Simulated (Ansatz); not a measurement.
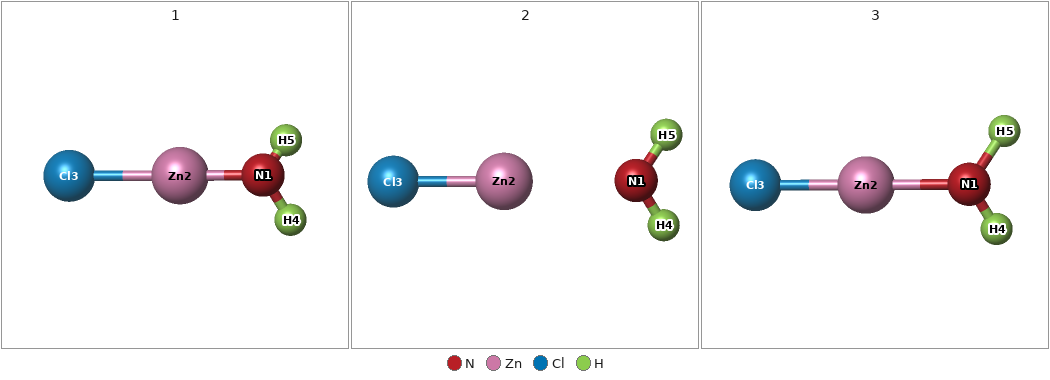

ClH₂NZn, SMILES [NH2][Zn][Cl]. Two internal coordinates are moved rigidly from the geometry relaxed at PBE0-D4/def2-TZVP, all others fixed. The first coordinate is: bond N1–H5; the second: bond N1–Zn2. The grid has 5 × 5 points. Points are written as (first, second). Energies are in kcal/mol, from the lowest grid point. Theory: RKS r2SCAN-D4/def2-TZVPP (Ansatz 0.2.0).

The numbered pictures are structures from this grid.

Q: Which is the most stable, and how do the others follow?

A: 3, at (1.267 Å, 1.978 Å): 22 kcal/mol; 1, at (0.829 Å, 1.595 Å): 39 kcal/mol; 2, at (1.088 Å, 2.538 Å): 47 kcal/mol.

The map, with the structures marked:

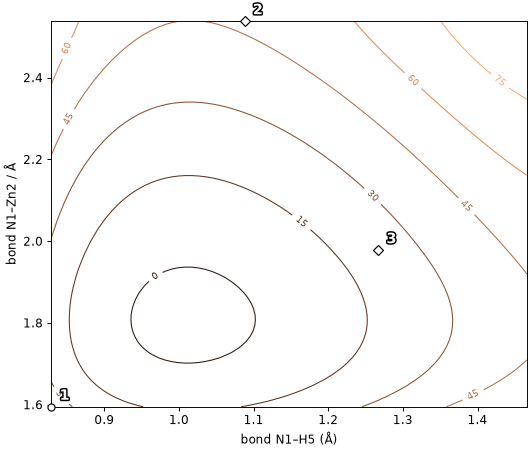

The picture shows contour lines labelled in kcal/mol. Between grid points the surface is interpolated.
